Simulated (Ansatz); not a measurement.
# Molecular dynamics of C2H6FSi (charge +1) (part 4 of 4)

Continued. System: C2H6FSi, charge +1. Method: UKS PBE0-D4/6-31G (Ansatz 0.2.0). It belongs to a series of runs on one base structure; here: dynamics from the start.

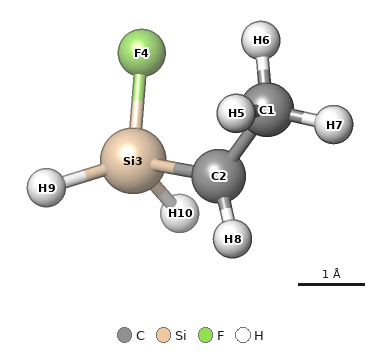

Figure 1. The geometry at step 119 of the log (ball-and-stick view, seen at a tilt; atoms are numbered from 1 in the order of the input).

**Trajectory as extended XYZ, continued**
```
10
Properties=species:S:1:pos:R:3:forces:R:3 step=96 time_fs=48.0 energy=-12746.55765 temperature=233.3
C     0.2108    1.5151   -0.0216   -1.0238  -1.2163  -0.7575
C    -0.0854    0.2510   -0.6796    0.5039  -0.4723   1.4689
Si   -0.3755   -1.3823    0.4064   -1.0250  -0.1174  -1.5299
F    -0.3657   -0.8875    1.9816    0.1425   0.4553   0.8221
H     1.3104    1.5967   -0.0921    0.6169  -0.0038   0.1129
H    -0.0706    1.4644    1.0453    0.1843   0.5756  -0.3991
H    -0.0994    2.3691   -0.6405   -0.1502   0.2606   0.3874
H    -0.0838    0.0809   -1.7559   -0.0139   0.5191  -0.3144
H     0.7354   -2.2876    0.0384    0.2498  -0.1139   0.0018
H    -1.7728   -1.8046   -0.0504    0.5154   0.1131   0.2078
10
Properties=species:S:1:pos:R:3:forces:R:3 step=98 time_fs=49.0 energy=-12746.54712 temperature=210.3
C     0.2094    1.5183   -0.0205   -0.7681  -1.7188  -0.1794
C    -0.0886    0.2532   -0.6727    0.6120  -0.3455   2.0450
Si   -0.3774   -1.3834    0.4043   -0.9816  -0.0636  -1.4364
F    -0.3699   -0.8885    1.9812    0.1634   0.4242   0.7814
H     1.3068    1.6075   -0.1146    0.6559  -0.0541   0.0830
H    -0.0359    1.4687    1.0599    0.1149   0.5856  -0.5831
H    -0.0985    2.3574   -0.6280   -0.4018   0.7851   0.0539
H    -0.0753    0.0912   -1.7326   -0.0623   0.4122  -0.9611
H     0.7334   -2.2948    0.0355    0.1764  -0.0748   0.0156
H    -1.7813   -1.7765   -0.0501    0.4911   0.0496   0.1811
10
Properties=species:S:1:pos:R:3:forces:R:3 step=100 time_fs=50.0 energy=-12746.55804 temperature=214.5
C     0.2076    1.5196   -0.0195   -0.3094  -1.8066   0.1121
C    -0.0919    0.2552   -0.6641    0.7146  -0.2787   2.1862
Si   -0.3797   -1.3847    0.4013   -0.8621  -0.0110  -1.2860
F    -0.3734   -0.8896    1.9807    0.1817   0.3858   0.7204
H     1.3124    1.6170   -0.1352    0.3833  -0.1176   0.0525
H    -0.0018    1.4789    1.0683    0.0154   0.5450  -0.5983
H    -0.1033    2.3555   -0.6164   -0.5088   1.0007  -0.1142
H    -0.0652    0.1054   -1.7186   -0.1069   0.3382  -1.2295
H     0.7332   -2.3016    0.0337    0.0906  -0.0252   0.0270
H    -1.7858   -1.7487   -0.0473    0.4016  -0.0307   0.1298
10
Properties=species:S:1:pos:R:3:forces:R:3 step=102 time_fs=51.0 energy=-12746.59366 temperature=225.6
C     0.2066    1.5198   -0.0177    0.1184  -1.5052   0.0027
C    -0.0953    0.2572   -0.6544    0.8169  -0.2525   1.8047
Si   -0.3825   -1.3855    0.3981   -0.6699   0.0021  -1.1124
F    -0.3764   -0.8903    1.9802    0.1952   0.3500   0.6582
H     1.3206    1.6277   -0.1553    0.0462  -0.1821   0.0206
H     0.0331    1.4933    1.0695   -0.1161   0.4688  -0.3888
H    -0.1115    2.3638   -0.6059   -0.4795   0.8691  -0.0836
H    -0.0558    0.1221   -1.7161   -0.1575   0.3100  -1.0010
H     0.7342   -2.3107    0.0355   -0.0177   0.0517   0.0368
H    -1.7867   -1.7246   -0.0427    0.2639  -0.1119   0.0627
10
Properties=species:S:1:pos:R:3:forces:R:3 step=104 time_fs=52.0 energy=-12746.62951 temperature=269.6
C     0.2056    1.5193   -0.0159    0.4054  -0.8993  -0.3303
C    -0.0984    0.2591   -0.6438    0.9108  -0.2640   0.9891
Si   -0.3850   -1.3863    0.3943   -0.4647   0.0126  -0.8998
F    -0.3794   -0.8910    1.9799    0.2116   0.3056   0.5749
H     1.3267    1.6382   -0.1759   -0.2284  -0.2369  -0.0117
H     0.0667    1.5128    1.0666   -0.2432   0.3623  -0.0692
H    -0.1214    2.3804   -0.5968   -0.3530   0.4772   0.0778
H    -0.0477    0.1401   -1.7240   -0.2224   0.3059  -0.3608
H     0.7338   -2.3212    0.0363   -0.1192   0.1287   0.0446
H    -1.7868   -1.7004   -0.0365    0.1033  -0.1920  -0.0147
10
Properties=species:S:1:pos:R:3:forces:R:3 step=106 time_fs=53.0 energy=-12746.63340 temperature=294.6
C     0.2040    1.5173   -0.0136    0.6360  -0.0713  -0.7632
C    -0.1016    0.2614   -0.6317    0.9795  -0.3031   0.1450
Si   -0.3872   -1.3873    0.3899   -0.2901   0.0096  -0.6743
F    -0.3835   -0.8915    1.9798    0.2307   0.2481   0.4666
H     1.3323    1.6474   -0.1984   -0.5128  -0.2820  -0.0339
H     0.1001    1.5337    1.0627   -0.3538   0.2533   0.2901
H    -0.1349    2.4020   -0.5891   -0.1511  -0.0826   0.3211
H    -0.0411    0.1598   -1.7317   -0.2925   0.2754   0.2698
H     0.7337   -2.3315    0.0335   -0.2196   0.2085   0.0602
H    -1.7881   -1.6798   -0.0311   -0.0263  -0.2557  -0.0815
10
Properties=species:S:1:pos:R:3:forces:R:3 step=107 time_fs=53.5 energy=-12746.62313 temperature=266.7
C     0.2032    1.5157   -0.0126    0.7385   0.3429  -0.8709
C    -0.1029    0.2622   -0.6254    1.0000  -0.3159  -0.2321
Si   -0.3884   -1.3877    0.3877   -0.2154  -0.0061  -0.5631
F    -0.3855   -0.8917    1.9800    0.2372   0.2171   0.4049
H     1.3347    1.6514   -0.2102   -0.6436  -0.3042  -0.0372
H     0.1159    1.5444    1.0622   -0.3897   0.1964   0.3929
H    -0.1415    2.4123   -0.5847   -0.0589  -0.3412   0.4159
H    -0.0383    0.1707   -1.7342   -0.3262   0.2402   0.5260
H     0.7336   -2.3364    0.0317   -0.2683   0.2487   0.0695
H    -1.7890   -1.6719   -0.0300   -0.0736  -0.2779  -0.1058
10
Properties=species:S:1:pos:R:3:forces:R:3 step=109 time_fs=54.5 energy=-12746.59335 temperature=231.2
C     0.2025    1.5115   -0.0109    0.8637   1.1182  -0.8968
C    -0.1048    0.2635   -0.6134    0.9816  -0.3593  -0.8445
Si   -0.3909   -1.3882    0.3838   -0.1297  -0.0190  -0.3730
F    -0.3890   -0.8922    1.9802    0.2448   0.1629   0.3031
H     1.3366    1.6556   -0.2342   -0.8101  -0.3253  -0.0386
H     0.1453    1.5663    1.0633   -0.4304   0.0736   0.4674
H    -0.1543    2.4300   -0.5751    0.1035  -0.7762   0.5449
H    -0.0378    0.1931   -1.7362   -0.3722   0.1474   0.8993
H     0.7309   -2.3419    0.0278   -0.3120   0.2827   0.0769
H    -1.7910   -1.6602   -0.0300   -0.1390  -0.3051  -0.1386
10
Properties=species:S:1:pos:R:3:forces:R:3 step=111 time_fs=55.5 energy=-12746.57659 temperature=218.4
C     0.2033    1.5081   -0.0100    0.9033   1.6572  -0.5718
C    -0.1050    0.2636   -0.6028    0.9065  -0.3360  -1.1183
Si   -0.3935   -1.3890    0.3806   -0.1236  -0.0164  -0.2249
F    -0.3918   -0.8933    1.9805    0.2452   0.1130   0.2118
H     1.3341    1.6539   -0.2576   -0.8390  -0.3108  -0.0454
H     0.1736    1.5886    1.0686   -0.4466  -0.0690   0.3125
H    -0.1663    2.4408   -0.5608    0.2020  -1.0132   0.5418
H    -0.0405    0.2181   -1.7293   -0.3937   0.0111   0.9611
H     0.7251   -2.3445    0.0228   -0.3097   0.2732   0.0778
H    -1.7952   -1.6508   -0.0341   -0.1445  -0.3090  -0.1446
10
Properties=species:S:1:pos:R:3:forces:R:3 step=113 time_fs=56.5 energy=-12746.58466 temperature=212.6
C     0.2049    1.5059   -0.0091    0.8567   1.8599   0.0330
C    -0.1042    0.2628   -0.5942    0.8052  -0.2262  -1.0237
Si   -0.3962   -1.3892    0.3780   -0.2194   0.0131  -0.1154
F    -0.3943   -0.8946    1.9810    0.2406   0.0726   0.1351
H     1.3236    1.6481   -0.2826   -0.6764  -0.2684  -0.0568
H     0.2004    1.6092    1.0781   -0.4514  -0.2152  -0.0250
H    -0.1736    2.4409   -0.5442    0.1840  -0.9890   0.4175
H    -0.0446    0.2463   -1.7129   -0.3998  -0.1576   0.6974
H     0.7163   -2.3424    0.0182   -0.2484   0.2067   0.0643
H    -1.8017   -1.6425   -0.0411   -0.0912  -0.2959  -0.1263
10
Properties=species:S:1:pos:R:3:forces:R:3 step=115 time_fs=57.5 energy=-12746.59705 temperature=224.1
C     0.2062    1.5057   -0.0081    0.8267   1.6869   0.7189
C    -0.1030    0.2612   -0.5865    0.6910  -0.0549  -0.6456
Si   -0.3990   -1.3898    0.3756   -0.3978   0.0664  -0.0201
F    -0.3964   -0.8965    1.9816    0.2296   0.0353   0.0574
H     1.3087    1.6408   -0.3068   -0.4117  -0.2181  -0.0775
H     0.2248    1.6263    1.0866   -0.4565  -0.3395  -0.3245
H    -0.1769    2.4309   -0.5243    0.0372  -0.6836   0.1636
H    -0.0511    0.2750   -1.6895   -0.3945  -0.3261   0.1766
H     0.7053   -2.3381    0.0149   -0.1433   0.0990   0.0364
H    -1.8106   -1.6360   -0.0517    0.0193  -0.2656  -0.0852
10
Properties=species:S:1:pos:R:3:forces:R:3 step=117 time_fs=58.5 energy=-12746.58953 temperature=236.8
C     0.2076    1.5069   -0.0063    0.7793   1.2252   1.2084
C    -0.1020    0.2598   -0.5790    0.5716   0.1119  -0.1108
Si   -0.4014   -1.3899    0.3732   -0.5926   0.1288   0.0754
F    -0.3977   -0.8983    1.9822    0.2147   0.0000  -0.0177
H     1.2909    1.6299   -0.3311   -0.0714  -0.1463  -0.1184
H     0.2464    1.6407    1.0876   -0.4463  -0.4212  -0.3507
H    -0.1808    2.4143   -0.5034   -0.1864  -0.1791  -0.1712
H    -0.0625    0.3019   -1.6632   -0.3832  -0.4598  -0.4788
H     0.6944   -2.3330    0.0129   -0.0278  -0.0235   0.0008
H    -1.8200   -1.6272   -0.0640    0.1421  -0.2359  -0.0371
10
Properties=species:S:1:pos:R:3:forces:R:3 step=119 time_fs=59.5 energy=-12746.55903 temperature=214.3
C     0.2093    1.5085   -0.0026    0.6770   0.6349   1.4305
C    -0.1006    0.2588   -0.5713    0.4428   0.2187   0.3483
Si   -0.4039   -1.3896    0.3710   -0.7551   0.1537   0.1380
F    -0.3994   -0.9003    1.9826    0.1926  -0.0285  -0.0742
H     1.2709    1.6151   -0.3553    0.3244  -0.0483  -0.1844
H     0.2654    1.6535    1.0828   -0.4129  -0.4677  -0.1393
H    -0.1874    2.3950   -0.4845   -0.4285   0.3919  -0.5097
H    -0.0775    0.3217   -1.6415   -0.3715  -0.5311  -1.0030
H     0.6859   -2.3294    0.0126    0.0574  -0.1209  -0.0281
H    -1.8289   -1.6192   -0.0805    0.2739  -0.2026   0.0219
10
Properties=species:S:1:pos:R:3:forces:R:3 step=121 time_fs=60.5 energy=-12746.52381 temperature=196.1
C     0.2107    1.5111    0.0021    0.5131   0.0550   1.5041
C    -0.0991    0.2588   -0.5634    0.2984   0.2600   0.5379
Si   -0.4061   -1.3893    0.3688   -0.8335   0.1543   0.2132
F    -0.4011   -0.9027    1.9834    0.1750  -0.0604  -0.1386
H     1.2500    1.5995   -0.3801    0.7196   0.0681  -0.2576
H     0.2796    1.6648    1.0782   -0.3468  -0.4872   0.1025
H    -0.1997    2.3758   -0.4703   -0.6390   0.9114  -0.7880
H    -0.0977    0.3322   -1.6283   -0.3533  -0.5475  -1.1986
H     0.6798   -2.3274    0.0094    0.1001  -0.1790  -0.0399
H    -1.8356   -1.6127   -0.0941    0.3664  -0.1748   0.0650
10
Properties=species:S:1:pos:R:3:forces:R:3 step=123 time_fs=61.5 energy=-12746.51532 temperature=175.4
C     0.2124    1.5133    0.0085    0.3561  -0.1861   1.2838
C    -0.0982    0.2594   -0.5545    0.1664   0.2902   0.3543
Si   -0.4078   -1.3889    0.3667   -0.8334   0.1058   0.2839
F    -0.4032   -0.9050    1.9839    0.1621  -0.0848  -0.1825
H     1.2345    1.5863   -0.4077    0.9042   0.1622  -0.2621
H     0.2921    1.6707    1.0770   -0.2686  -0.4552   0.2956
H    -0.2155    2.3630   -0.4666   -0.6738   1.0680  -0.8141
H    -0.1211    0.3384   -1.6234   -0.3232  -0.5532  -1.0087
H     0.6770   -2.3279    0.0073    0.0948  -0.1896  -0.0394
H    -1.8393   -1.6077   -0.1043    0.4154  -0.1574   0.0893
10
Properties=species:S:1:pos:R:3:forces:R:3 step=125 time_fs=62.5 energy=-12746.54870 temperature=202.2
C     0.2146    1.5150    0.0155    0.1349   0.1757   0.5351
C    -0.0975    0.2604   -0.5460    0.0311   0.3378  -0.1763
Si   -0.4096   -1.3885    0.3649   -0.7645   0.0507   0.3412
F    -0.4053   -0.9076    1.9834    0.1529  -0.0921  -0.1812
H     1.2291    1.5737   -0.4377    0.7577   0.2385  -0.1508
H     0.3041    1.6704    1.0771   -0.1889  -0.3718   0.4849
H    -0.2387    2.3654   -0.4753   -0.3363   0.5681  -0.4345
H    -0.1471    0.3414   -1.6282   -0.2604  -0.5587  -0.4612
H     0.6739   -2.3297    0.0071    0.0886  -0.1927  -0.0416
H    -1.8383   -1.6034   -0.1105    0.3849  -0.1556   0.0844
10
Properties=species:S:1:pos:R:3:forces:R:3 step=127 time_fs=63.5 energy=-12746.56559 temperature=220.2
C     0.2174    1.5170    0.0229   -0.0744   0.6406  -0.3190
C    -0.0969    0.2611   -0.5371   -0.1152   0.4215  -0.8742
Si   -0.4116   -1.3885    0.3627   -0.6180  -0.0194   0.4345
F    -0.4078   -0.9100    1.9825    0.1434  -0.0959  -0.1769
H     1.2296    1.5626   -0.4706    0.4324   0.2990   0.0713
H     0.3104    1.6645    1.0824   -0.0892  -0.2650   0.5428
H    -0.2640    2.3751   -0.4889    0.1212  -0.0940   0.0681
H    -0.1753    0.3399   -1.6384   -0.1510  -0.5496   0.2459
H     0.6704   -2.3355    0.0104    0.0683  -0.1731  -0.0452
H    -1.8329   -1.6009   -0.1145    0.2824  -0.1641   0.0527
10
Properties=species:S:1:pos:R:3:forces:R:3 step=129 time_fs=64.5 energy=-12746.54211 temperature=200.6
C     0.2202    1.5197    0.0300   -0.1655   0.8793  -0.9615
C    -0.0971    0.2619   -0.5281   -0.2415   0.4936  -1.5080
Si   -0.4137   -1.3883    0.3605   -0.4373  -0.0972   0.5450
F    -0.4099   -0.9124    1.9813    0.1368  -0.0975  -0.1618
H     1.2321    1.5557   -0.5046    0.0660   0.3359   0.3559
H     0.3119    1.6548    1.0929    0.0116  -0.1612   0.4306
H    -0.2856    2.3828   -0.5004    0.4690  -0.5437   0.4597
H    -0.2020    0.3305   -1.6490   -0.0221  -0.4916   0.8838
H     0.6655   -2.3429    0.0123    0.0454  -0.1409  -0.0467
H    -1.8255   -1.6002   -0.1156    0.1376  -0.1767   0.0031
10
Properties=species:S:1:pos:R:3:forces:R:3 step=130 time_fs=65.0 energy=-12746.52317 temperature=191.0
C     0.2218    1.5213    0.0335   -0.2046   0.8993  -1.1657
C    -0.0976    0.2625   -0.5239   -0.2942   0.5130  -1.6905
Si   -0.4147   -1.3880    0.3593   -0.3457  -0.1347   0.6033
F    -0.4110   -0.9135    1.9806    0.1349  -0.0980  -0.1519
H     1.2322    1.5533   -0.5200   -0.0637   0.3505   0.4814
H     0.3120    1.6508    1.0994    0.0559  -0.1215   0.3232
H    -0.2941    2.3835   -0.5049    0.5814  -0.6593   0.5953
H    -0.2159    0.3240   -1.6509    0.0402  -0.4415   1.0770
H     0.6633   -2.3463    0.0129    0.0327  -0.1235  -0.0477
H    -1.8222   -1.5996   -0.1154    0.0632  -0.1843  -0.0244
10
Properties=species:S:1:pos:R:3:forces:R:3 step=132 time_fs=66.0 energy=-12746.49545 temperature=172.9
C     0.2253    1.5251    0.0397   -0.1769   0.7353  -1.3108
C    -0.0989    0.2644   -0.5164   -0.3555   0.4943  -1.7964
Si   -0.4170   -1.3870    0.3571   -0.1696  -0.1926   0.7130
F    -0.4136   -0.9162    1.9792    0.1330  -0.0961  -0.1240
H     1.2340    1.5504   -0.5469   -0.2980   0.3658   0.7210
H     0.3110    1.6431    1.1144    0.1372  -0.0616   0.0260
H    -0.3064    2.3763   -0.5074    0.6656  -0.6365   0.7047
H    -0.2423    0.3090   -1.6459    0.1378  -0.3149   1.2000
H     0.6564   -2.3538    0.0135    0.0187  -0.0944  -0.0519
H    -1.8156   -1.5973   -0.1150   -0.0923  -0.1995  -0.0816
10
Properties=species:S:1:pos:R:3:forces:R:3 step=134 time_fs=67.0 energy=-12746.48683 temperature=161.8
C     0.2292    1.5288    0.0455   -0.0984   0.3872  -1.2417
C    -0.1009    0.2674   -0.5104   -0.3579   0.4062  -1.5794
Si   -0.4195   -1.3863    0.3550   -0.0146  -0.2283   0.7957
F    -0.4175   -0.9186    1.9776    0.1356  -0.0969  -0.0987
H     1.2350    1.5483   -0.5665   -0.4342   0.3775   0.8987
H     0.3091    1.6353    1.1282    0.2159  -0.0190  -0.2255
H    -0.3125    2.3622   -0.4996    0.5990  -0.3787   0.6339
H    -0.2643    0.2946   -1.6303    0.1784  -0.1785   0.9972
H     0.6486   -2.3620    0.0116    0.0017  -0.0589  -0.0490
H    -1.8111   -1.5953   -0.1150   -0.2254  -0.2106  -0.1313
10
Properties=species:S:1:pos:R:3:forces:R:3 step=136 time_fs=68.0 energy=-12746.49249 temperature=156.4
C     0.2326    1.5322    0.0507    0.0480  -0.0642  -1.0835
C    -0.1024    0.2706   -0.5047   -0.3209   0.2853  -1.0784
Si   -0.4222   -1.3857    0.3535    0.0641  -0.2474   0.8587
F    -0.4216   -0.9209    1.9766    0.1364  -0.1021  -0.0786
H     1.2343    1.5493   -0.5757   -0.4704   0.3805   0.9839
H     0.3092    1.6308    1.1364    0.2782   0.0034  -0.3068
H    -0.3123    2.3464   -0.4840    0.3937   0.0338   0.4145
H    -0.2812    0.2806   -1.6053    0.1587  -0.0454   0.4944
H     0.6383   -2.3699    0.0085    0.0082  -0.0403  -0.0475
H    -1.8093   -1.5960   -0.1173   -0.2962  -0.2036  -0.1567
10
Properties=species:S:1:pos:R:3:forces:R:3 step=138 time_fs=69.0 energy=-12746.49138 temperature=145.1
C     0.2361    1.5358    0.0548    0.1802  -0.5987  -0.7842
C    -0.1030    0.2742   -0.5000   -0.2681   0.1359  -0.3028
Si   -0.4250   -1.3852    0.3524    0.0243  -0.2344   0.8836
F    -0.4252   -0.9230    1.9758    0.1299  -0.1098  -0.0626
H     1.2291    1.5520   -0.5744   -0.3499   0.3969   0.9490
H     0.3099    1.6299    1.1408    0.3270   0.0044  -0.3067
H    -0.3098    2.3291   -0.4657    0.0836   0.5670   0.0960
H    -0.2966    0.2685   -1.5743    0.0874   0.0707  -0.2774
H     0.6267   -2.3750    0.0056    0.0502  -0.0583  -0.0550
H    -1.8117   -1.5989   -0.1246   -0.2645  -0.1738  -0.1399
10
Properties=species:S:1:pos:R:3:forces:R:3 step=140 time_fs=70.0 energy=-12746.46972 temperature=145.3
C     0.2391    1.5389    0.0583    0.2863  -1.1042  -0.3672
C    -0.1040    0.2785   -0.4962   -0.2079  -0.0279   0.5234
Si   -0.4282   -1.3852    0.3513   -0.0758  -0.1764   0.8815
F    -0.4284   -0.9247    1.9752    0.1180  -0.1256  -0.0655
H     1.2211    1.5577   -0.5635   -0.1096   0.4202   0.8056
H     0.3139    1.6289    1.1435    0.3452  -0.0029  -0.2714
H    -0.3069    2.3151   -0.4458   -0.2647   1.1086  -0.2415
H    -0.3112    0.2614   -1.5454   -0.0206   0.1502  -1.1049
H     0.6170   -2.3751    0.0008    0.1106  -0.1036  -0.0650
H    -1.8162   -1.6027   -0.1362   -0.1815  -0.1383  -0.0950
10
Properties=species:S:1:pos:R:3:forces:R:3 step=142 time_fs=71.0 energy=-12746.45469 temperature=131.2
C     0.2426    1.5411    0.0616    0.2532  -1.3550  -0.0686
C    -0.1057    0.2831   -0.4924   -0.1868  -0.1849   0.9677
Si   -0.4321   -1.3857    0.3500   -0.1444  -0.1176   0.8775
F    -0.4315   -0.9268    1.9748    0.1045  -0.1448  -0.0828
H     1.2143    1.5678   -0.5452    0.1737   0.4512   0.5876
H     0.3232    1.6273    1.1437    0.3276  -0.0147  -0.1571
H    -0.3083    2.3096   -0.4263   -0.4705   1.4081  -0.4408
H    -0.3232    0.2586   -1.5282   -0.0869   0.2005  -1.5588
H     0.6079   -2.3759   -0.0044    0.1558  -0.1319  -0.0709
H    -1.8196   -1.6064   -0.1488   -0.1263  -0.1108  -0.0538
```

The run was set up as follows.

**Input file**
```yaml
crystal:
  periodic: [false, false, false]
  atoms:
    - { symbol: C, position_ang: [0.264033, 1.37777, -0.184609] }
    - { symbol: C, position_ang: [0.064502, 0.075332, -0.731003] }
    - { symbol: Si, position_ang: [-0.294787, -1.467228, 0.397286] }
    - { symbol: F, position_ang: [-0.265971, -0.726003, 1.911177] }
    - { symbol: H, position_ang: [1.04317, 1.322332, 0.613436] }
    - { symbol: H, position_ang: [-0.584496, 1.61984, 0.49972] }
    - { symbol: H, position_ang: [0.460622, 2.186548, -0.884195] }
    - { symbol: H, position_ang: [0.115275, -0.055304, -1.818988] }
    - { symbol: H, position_ang: [0.854958, -2.395135, 0.186399] }
    - { symbol: H, position_ang: [-1.657314, -1.938151, 0.010776] }
total_charge: 1
magnetization:
  spin_polarized: true
basis:
  gaussian: { orbitals: "6-31G" }
hamiltonian:
  xc: pbe0
  dispersion: d4
md:
  timestep: 0.5
  n_steps: 142
  ensemble: nvt_langevin
  temperature: 300.0
  initial_velocities: maxwell_boltzmann
  seed: 584158
  friction: 0.01
```

Launched with:
```bash
ansatz run input.yaml --threads 1 --pin off --max-ram 2048MiB --backend cpu --events-out ev --progress --plain --runs-dir out
```

**Key numbers**

| quantity | value |
| --- | --- |
| outcome | finished |
| mean temperature over the second half | 218 K |
| trajectory | 142 steps, 71 fs |
| ensemble | nvt_langevin |
| temperature in the input | 300.0 K |
| time step | 0.5 fs |
| potential energy (last step) | −12746.4547 eV |
| mean-field energy (last step) | −12746.3364 eV |
| largest force (length of the vector) (last step) | 1.574 eV/Å |
| hardware | 1 thread of Arm Neoverse V1, 24 GiB of memory available, shared host |
| wall time | 8 min |
| peak memory | 0.15 GiB |

**Notes**

So short a trajectory is not equilibrated. The logged temperature at the start can lie below the typed one, since it is counted over all degrees of freedom.
